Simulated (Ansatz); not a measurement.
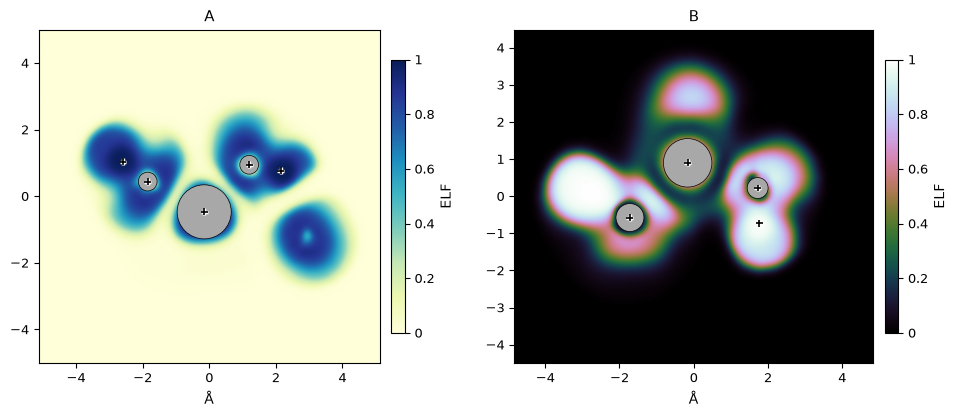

The ELF of 2 systems, each on a plane through atoms (crosses mark nuclei in the plane; grey discs cover the cores).

These are results of RKS B3LYP/def2-SVP in Ansatz, not measurements.

System 1: CH$_{6}$OSn, the plane of atoms C2, Sn1 and O8. Core potentials replace the inner electrons of Sn; not at a stationary point (largest force 1.5 eV/Å).

```xyz
9

Sn    0.1779    0.1078    0.0742
C     1.0284   -0.0208    2.0358
H     0.4139   -0.0236    2.9499
H     1.6254   -0.9451    1.9986
H     1.7218    0.8342    2.0702
H     1.8827    0.0392   -0.1699
H    -0.7384    1.4393   -0.4881
O    -0.7934   -1.5130   -0.5950
H    -0.9413   -2.1627    0.1090
```

System 2: H$_{5}$NO$_{3}$Zr···HF, the plane of atoms Zr1, O7 and H8. Core potentials replace the inner electrons of Zr; not at a stationary point (largest force 1.2 eV/Å).

```xyz
12

Zr    0.0979    0.5113   -0.3700
F     0.8064   -0.8242    2.4313
O     1.6373   -0.4632   -1.0157
H     2.2252   -1.1340   -1.3711
O    -0.8584    1.4276   -1.7791
H    -1.4204    1.6425   -2.5259
O    -1.2284   -0.6289    0.5030
H    -1.0332   -1.1399    1.3021
N     0.8742    1.9119    1.1016
H     1.8585    2.1839    1.1234
H     0.3335    2.6849    1.4889
H     0.8728    0.1079    2.4340
```

Q: Match each panel to its system.

A: Panel A is system 2, H$_{5}$NO$_{3}$Zr···HF: the plane holds Zr, O and H. Zr–O (1.93 Å): the ELF peaks at about 0.80 in the valence shell of O, 0.6 Å from its nucleus, and drops to about 0.20 between the two atoms. Panel B is system 1, CH$_{6}$OSn: the plane holds Sn, C, O and H. Sn–O (2.00 Å): the ELF peaks at about 0.85 in the valence shell of O, 0.6 Å from its nucleus, and drops to about 0.15 between the two atoms.
